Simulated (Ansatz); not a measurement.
# F₂GeH₂: what the fields show

Input file:

```
crystal:
  periodic: [false, false, false]
  atoms:
    - { symbol: Ge, position_ang: [0.202932, 0.0, 0.139627] }
    - { symbol: H, position_ang: [0.588605, 0.0, 1.607301] }
    - { symbol: H, position_ang: [1.715119, 0.0, 0.021617] }
    - { symbol: F, position_ang: [-0.676678, 1.36228, -0.476123] }
    - { symbol: F, position_ang: [-0.676678, -1.36228, -0.476123] }
basis:
  gaussian: { orbitals: def2-SVPD }
hamiltonian:
  xc: b3lyp
relax:
  f_tol: 0.03
  max_steps: 50
output:
  orbitals: {}
```

Command:

```sh
ansatz run input.yaml --threads 2 --pin off --max-ram 3072MiB --backend cpu --events-out ev --progress --plain --runs-dir out
```

The fields are those of the run's last geometry, not of the input's.

These are results of RKS B3LYP/def2-SVPD (Ansatz 0.2.0), not measurements.

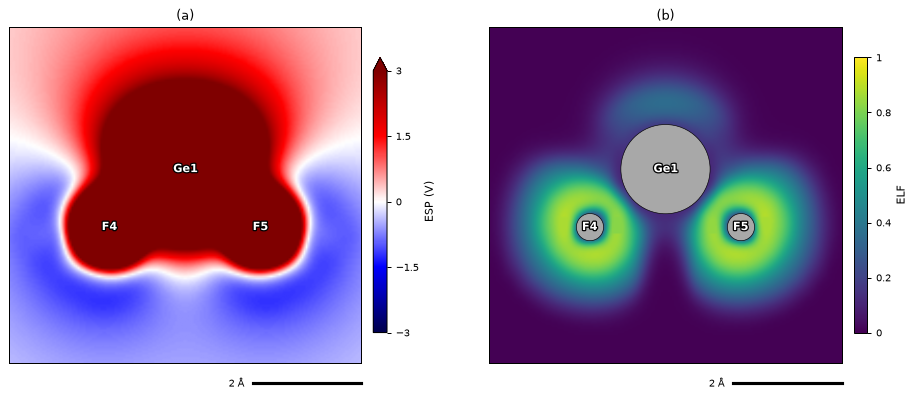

Figure 1. (a) electrostatic potential; (b) electron localisation function on the plane of atoms F4, Ge1 and F5. Grey discs cover the atomic cores in the ELF map.

**Interpret the plot.**

- The section cuts through Ge and F sites.
- Ge–F (1.75 Å): the ELF peaks at about 0.80 in the valence shell of F, 0.5 Å from its nucleus, and is about 0.25 at the midpoint.
- The ELF also peaks beside F4 and F5, away from the bonds: lone-pair regions.
- Outside the dense part of the molecule the potential is most negative (−1.2 V) near F4 and F5.

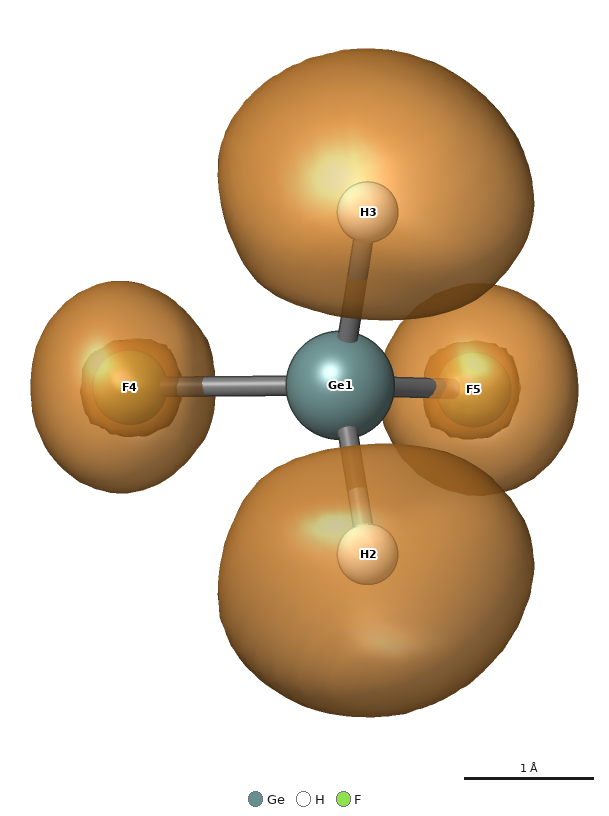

Figure 2. Isosurface of the electron localisation function at 0.75 (orange), seen at a tilt. Only the valence region is drawn (cores and ρ < 0.01 e/Å³ removed).

**Describe the localisation domains.**

The ELF exceeds this value in two regions around hydrogen nuclei and two regions wrapped around F (the valence shell of each). Profiles from the grid: Ge–H (1.53 Å): the ELF climbs to about 1 towards the hydrogen.

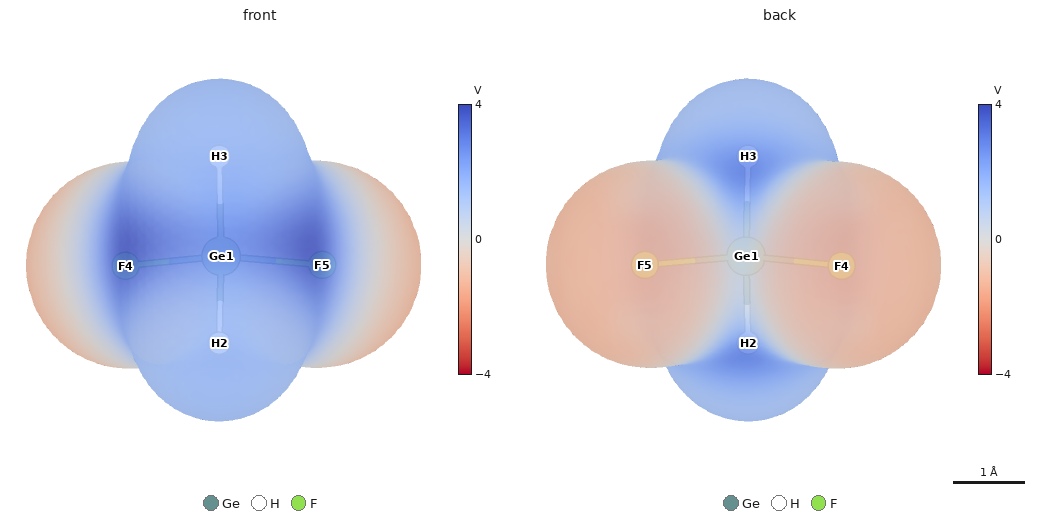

Figure 3. The molecular electrostatic potential painted on the density surface at 0.004 e/bohr³, seen from the front and from behind; the colour scale runs from red (negative) to blue (positive).

**Where is the surface potential most negative and most positive?**

The most negative region (about −1.2 V, or −28 kcal/mol for a unit charge) lies over F4 and F5, the most positive (about +3.5 V, or +81 kcal/mol for a unit charge) over Ge1.
